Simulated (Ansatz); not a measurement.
The figure comes from a scan of Y (hcp, Mg type): a phonon pattern at L = (0.5, 0.0, 0.5) is frozen into a 4-atom cell, Q being the largest atomic displacement. All values below come from PBE (plane waves to 420 eV, PAW, scalar-relativistic; Ansatz, a first-principles code). k mesh 15×15×15 (Γ-centred), Fermi-Dirac smearing 0.05 eV. E stands for the smeared free energy. With partly filled bands, energies and forces of such displacements shift with the k mesh and the smearing. The PAW data are Ansatz's earlier set. Y is run without spin polarisation. Y was relaxed with its symmetry unable to fall. The zero of ΔE is the undisplaced structure.

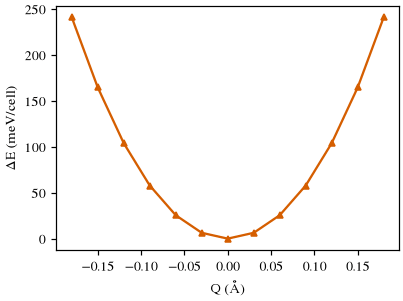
ΔE (meV/cell) against Q (Å); computed points joined by lines.

Q: Read the plotted values off the figure, to the accuracy that the plot allows.

A: To the nearest 5:

```
Q (Å)   ΔE (meV/cell)
------  -------------
-0.180            240
-0.150            165
-0.120            105
-0.090             60
-0.060             25
-0.030              5
0.000               0
0.030               5
0.060              25
0.090              60
0.120             105
0.150             165
0.180             240
```

(For displaced atoms, the force is minus the slope of the energy, and its curvature is a force constant, which sets phonon frequencies.)
